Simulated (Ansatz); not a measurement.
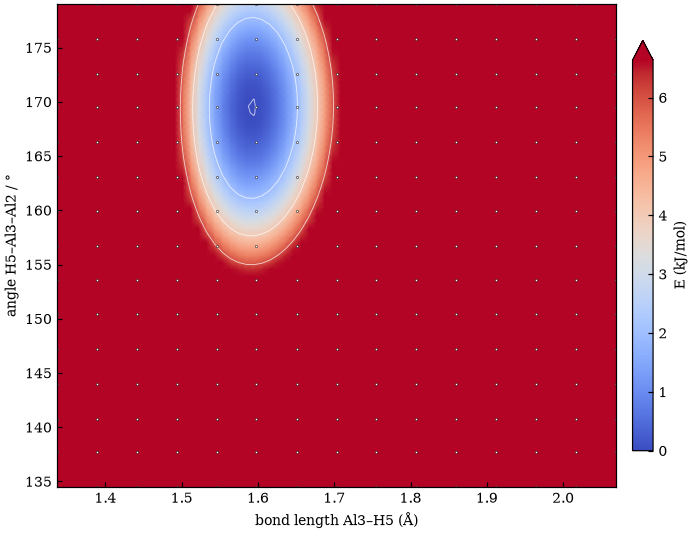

Al2ClHSe, SMILES [Cl][Al]1[AlH][Se]1. The first coordinate is: bond length Al3–H5; the second: angle H5–Al3–Al2. Nothing is relaxed (all other coordinates rigid). The scan uses a 15 × 15 grid. Energies: kJ/mol, counted from the lowest grid point. These are results of RKS PBE-D4/def2-TZVP in Ansatz 0.2.0, not measurements.

In the figure: a smooth colour map with a few white contour lines, dots at the grid points, one colour for all values above the top of the scale. Between grid points the surface is interpolated.

Where is the minimum, and how stiff is the well along each coordinate?

The interpolated minimum is at bond length Al3–H5 ≈ 1.592 Å, angle H5–Al3–Al2 ≈ 169.5°. The curvatures there are about 13 eV/Å² and 2 eV/rad², with a cross term of about 0 eV/(Å·rad). Round the minimum the two coordinates are nearly uncoupled. (1 eV is 96.5 kJ/mol.)
